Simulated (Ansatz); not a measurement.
# GaCl (SMILES [Cl][Ga]): levels of theory compared

Wanted: a comparison of 6 runs (HF/STO-3G, B3LYP/6-31G*, B3LYP/cc-pVTZ, BHLYP/cc-pVTZ, PBE-QIDH/cc-pVTZ, PBE0/cc-pVTZ) of GaCl. 

Program for the calculation: Ansatz 0.2.0.

31 further runs of the same task are left out: 31 set aside as unsound or not needed.

## Step 1: Starting point

GaCl: 2 atoms, total charge 0, spin state singlet. SMILES: `[Cl][Ga]`. The Cl1–Ga2 distance was set to 3.988 Å, away from the relaxed value.

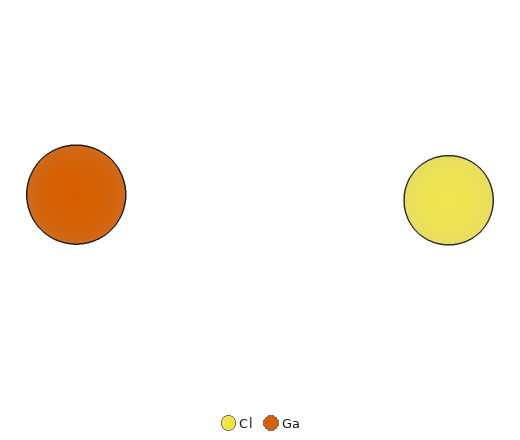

Viewed from a chosen angle; chlorine yellow, gallium orange.

## Step 2: The energy at HF/STO-3G (run 1)

input.yaml reads:

```yaml
crystal:
  periodic: [false, false, false]
  atoms:
    - {symbol: Cl, position_ang: [-0.000000, 0.000000, -1.796140]}
    - {symbol: Ga, position_ang: [0.000000, -0.000000, 2.192160]}
basis:
  gaussian:
    orbitals: STO-3G
hamiltonian:
  xc: hf
accuracy: high
output: {orbitals: {seedname: orbitals}}
```

Command:

```console
ansatz run input.yaml --threads 1 --pin off --max-ram 3480MiB --events-out events.jsonl --progress --plain --runs-dir runs
```

Log:

```text
Warning: RAYON_NUM_THREADS=1 ignored (pool sized by the plan → 1); use --threads N
Functional definition: HF
  name "HF"
  exchange = exact_x
  correlation = 0
325 factors; integrals over basis functions are off by at most 5.5e-9 eV
mean field evaluation 1: about -64089.1792 eV, gradient 3.8e0 eV
mean field evaluation 2: about -64089.1924 eV, gradient 3.8e0 eV
mean field evaluation 4: about -64089.7940 eV, gradient 4.7e-1 eV
mean field evaluation 8: about -64089.7999 eV, gradient 1.2e-1 eV
mean field evaluation 16: about -64090.0916 eV, gradient 9.8e-1 eV
mean field evaluation 32: about -64090.1414 eV, gradient 1.2e-1 eV
mean field evaluation 64: about -64084.7643 eV, gradient 2.9e1 eV
mean field evaluation 96: about -64089.7812 eV, gradient 4.7e-1 eV
mean field evaluation 128: about -64090.1397 eV, gradient 6.2e-1 eV
mean field evaluation 160: about -64090.1299 eV, gradient 9.2e-1 eV
mean field -64090.14452719 eV, -2355.2693695140 hartree, gradient 1.2e-8 eV, S^2 0.000000; 4 other end points of the search recorded, 0 dependent functions left out
reference -64090.14452719 eV, -2355.2693695140 hartree; 24, 24 occupied and 3, 3 virtual orbitals, 325 factors
Total energy: -64090.14452719 eV, -2355.2693695140 hartree
```

Run time: 0.62 s. Hardware: 1 thread of Arm Neoverse V2, shared host.

## Step 3: A single-point energy at B3LYP/6-31G(d) (Cartesian functions) (run 2)

in.yaml reads:

```yaml
crystal:
  periodic: [false, false, false]
  atoms:
    - {symbol: Cl, position_ang: [-0.000000, 0.000000, -1.796140]}
    - {symbol: Ga, position_ang: [0.000000, -0.000000, 2.192160]}
basis:
  gaussian:
    orbitals: "6-31G*"
hamiltonian:
  xc: {name: B3LYP}
accuracy: high
output: {orbitals: {seedname: orbitals}}
```

Command:

```console
ansatz run in.yaml --threads 1 --pin off --max-ram 3480MiB --events-out events.jsonl --progress --plain --runs-dir runs
```

Log:

```text
Warning: RAYON_NUM_THREADS=1 ignored (pool sized by the plan → 1); use --threads N
Functional definition: B3LYP
  name "B3LYP"
  parameter a0 = 0.2
  parameter ax = 0.72
  parameter ac = 0.81
  exchange = (1 - a0 - ax)*slater_x + ax*b88_x + a0*exact_x
  correlation = (1 - ac)*vwn_rpa_c + ac*lyp_c
814 factors; integrals over basis functions are off by at most 4.1e-9 eV
mean field evaluation 1: about -64890.8061 eV, gradient 2.7e1 eV
mean field evaluation 2: about -64680.2900 eV, gradient 1.1e2 eV
mean field evaluation 4: about -64888.0469 eV, gradient 3.9e1 eV
mean field evaluation 8: about -64893.6041 eV, gradient 6.1e-1 eV
mean field evaluation 16: about -64893.6069 eV, gradient 2.8e-3 eV
mean field -64893.60693449 eV, -2384.7960683760 hartree, gradient 1.7e-8 eV, S^2 0.000000; 0 other end points of the search recorded, 0 dependent functions left out
reference -64893.60696583 eV, -2384.7960695275 hartree; 24, 24 occupied and 30, 30 virtual orbitals, 814 factors
Total energy: -64893.60696583 eV, -2384.7960695275 hartree
```

Run time: 2.5 s. Hardware: 1 thread of Arm Neoverse V2, shared host; peak memory 0.13 GiB.

## Step 4: The energy at B3LYP/cc-pVTZ (run 3)

in.yaml: that of step 3 with these lines changed.

```diff
@@ -7,3 +7,3 @@
   gaussian:
-    orbitals: "6-31G*"
+    orbitals: cc-pVTZ
 hamiltonian:
@@ -11,2 +11,3 @@
 accuracy: high
-output: {orbitals: {seedname: orbitals}}
+output:
+  orbitals: {seedname: orbitals}
```

Command:

```console
ansatz run in.yaml --threads 1 --pin off --max-ram 3480MiB --events-out events.jsonl --progress --plain --runs-dir runs
```

Log:

```text
Warning: RAYON_NUM_THREADS=1 ignored (pool sized by the plan → 1); use --threads N
Functional definition: B3LYP
  name "B3LYP"
  parameter a0 = 0.2
  parameter ax = 0.72
  parameter ac = 0.81
  exchange = (1 - a0 - ax)*slater_x + ax*b88_x + a0*exact_x
  correlation = (1 - ac)*vwn_rpa_c + ac*lyp_c
927 factors; integrals over basis functions are off by at most 4.6e-9 eV
mean field evaluation 1: about -64900.0706 eV, gradient 2.9e1 eV
mean field evaluation 2: about -64687.1311 eV, gradient 1.2e2 eV
mean field evaluation 4: about -64774.9081 eV, gradient 1.6e2 eV
mean field evaluation 8: about -64901.7531 eV, gradient 1.3e1 eV
mean field evaluation 16: about -64903.0011 eV, gradient 1.5e-4 eV
mean field -64903.00110045 eV, -2385.1412976075 hartree, gradient 7.2e-8 eV, S^2 0.000000; 0 other end points of the search recorded, 0 dependent functions left out
reference -64903.00113164 eV, -2385.1412987535 hartree; 24, 24 occupied and 53, 53 virtual orbitals, 927 factors
Total energy: -64903.00113164 eV, -2385.1412987535 hartree
```

Run time: 4.2 s. Hardware: 1 thread of Arm Neoverse V2, shared host; peak memory 0.16 GiB.

Runs 4 to 5 aren't shown in full; the table further down has their settings and results.

## Step 5: The energy at PBE0/cc-pVTZ (run 6)

input.yaml: that of step 2 with these lines changed.

```diff
@@ -7,6 +7,10 @@
   gaussian:
-    orbitals: STO-3G
+    orbitals: cc-pVTZ
+magnetization:
+  spin_polarized: false
+  initial_magnetization: 0
 hamiltonian:
-  xc: hf
+  xc: {name: PBE0}
 accuracy: high
-output: {orbitals: {seedname: orbitals}}
+output:
+  orbitals: {seedname: orbitals}
```

Command:

```console
ansatz run input.yaml --threads 1 --pin off --max-ram 3480MiB --events-out events.jsonl --progress --plain --runs-dir runs
```

Log:

```text
Warning: RAYON_NUM_THREADS=1 ignored (pool sized by the plan → 1); use --threads N
Functional definition: PBE0
  name "PBE0"
  parameter a = 0.25
  parameter kappa = 0.804
  parameter beta = 0.06672455060314922
  exchange = (1 - a)*pbe_x(kappa = kappa, mu = beta*pi^2/3) + a*exact_x
  correlation = pbe_c(beta = beta)
927 factors; integrals over basis functions are off by at most 4.6e-9 eV
mean field evaluation 1: about -64887.1585 eV, gradient 2.7e1 eV
mean field evaluation 2: about -64677.4802 eV, gradient 1.2e2 eV
mean field evaluation 4: about -64839.1311 eV, gradient 1.3e2 eV
mean field evaluation 8: about -64888.8551 eV, gradient 1.1e1 eV
mean field evaluation 16: about -64889.8619 eV, gradient 1.7e-3 eV
mean field -64889.86189126 eV, -2384.6584405756 hartree, gradient 6.5e-8 eV, S^2 0.000000; 0 other end points of the search recorded, 0 dependent functions left out
reference -64889.86189330 eV, -2384.6584406505 hartree; 24, 24 occupied and 53, 53 virtual orbitals, 927 factors
Total energy: -64889.86189330 eV, -2384.6584406505 hartree
```

Wall time 3.9 s (1 thread of Arm Neoverse V2, shared host); peak memory 0.16 GiB.

## Step 6: All runs side by side

```tsv
run	level	Cartesian functions	frozen core orbitals	energy (Eh)	HOMO energy (eV)	LUMO energy (eV)	HOMO–LUMO gap (eV)	wall time
1	HF/STO-3G	no	–	-2355.269370	-4.10	1.20	5.30	0.62 s
2	B3LYP/6-31G* (Cartesian functions)	yes	–	-2384.796070	-5.46	-3.91	1.55	2.5 s
3	B3LYP/cc-pVTZ	no	–	-2385.141299	-5.54	-3.97	1.57	4.2 s
4	BHLYP/cc-pVTZ	no	–	-2385.044526	-6.57	-3.21	3.36	4.2 s
5	PBE-QIDH/cc-pVTZ	no	14	-2384.197359	-7.20	-2.57	4.63	6 s
6	PBE0/cc-pVTZ	no	–	-2384.658441	-5.69	-3.77	1.92	3.9 s
```

## Step 7: Summary of results

| quantity | value |
| --- | --- |
| run 6: total energy | -2384.65844 Eh |
| run 6: HOMO energy | -5.69 eV |
| run 6: LUMO energy | -3.77 eV |
| run 6: HOMO–LUMO gap | 1.92 eV |

The HOMO–LUMO gap runs from 1.55 eV (B3LYP/6-31G*) to 5.30 eV (HF/STO-3G). The two ends differ in method and basis. Totals of different functionals can't be ranked against each other. In run 1 the basis is minimal, so the values are rough. All runs together took 22 s, the longest 6 s.
